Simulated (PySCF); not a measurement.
Input

```
{"job": {"kind": "inter", "xc": "wB97M-D3(BJ)", "basis": "def2-TZVPD", "pairs": false}, "charge": 1, "multiplicity": 1, "parts": [{"atoms": "0-3", "charge": 1, "multiplicity": 1}, {"atoms": "4-5", "charge": 0, "multiplicity": 1}, {"atoms": "6-7", "charge": 0, "multiplicity": 1}, {"atoms": "8-9", "charge": 0, "multiplicity": 1}]}
O      0.152370    -0.206998     0.480419
H      1.034618    -0.618797     0.687862
H      0.220986     0.442361    -0.268858
H     -0.255148     0.210471     1.287525
F      2.487158    -1.112800     1.061863
H      2.931759    -1.928040     1.063295
F      0.454032     1.588538    -1.335665
H      0.187144     1.792055    -2.201268
F     -0.781466     0.967804     2.564597
H     -1.529562     0.888000     3.109077
```

Run with:

```sh
OMP_NUM_THREADS=1 python cluster_run.py task.json out
```

Geometry: PBE0-D3(BJ)/def2-SVPD.

Method: wB97M-D3(BJ)/def2-TZVPD, SCF density, gas phase in PySCF.

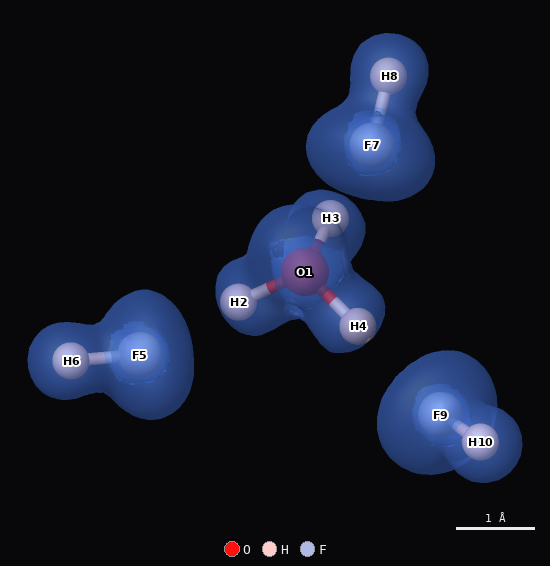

H₃O···HF···HF···HF (charge +1). Isosurface of the ELF at 0.75 (blue), seen at a tilt. Only the valence region is drawn (cores and ρ < 0.01 e/Å³ removed).

Question: Identify the bonds, lone pairs and shells in this picture.

Answer: At this value the surface marks out three joined regions spread over several atoms (F, H), in which their bonds and any lone pairs are merged and one joined region spread over several atoms (H, O), in which their bonds and any lone pairs are merged.

Values along the shortest contacts:
F9···H4 (1.58 Å): the ELF dips to about 0.15 between them: by its geometry a hydrogen bond between the two molecules, with no shared pair. F–H (0.93 Å): the ELF climbs to about 1 towards the hydrogen, as it does in any bond to H: an ordinary covalent bond to hydrogen.
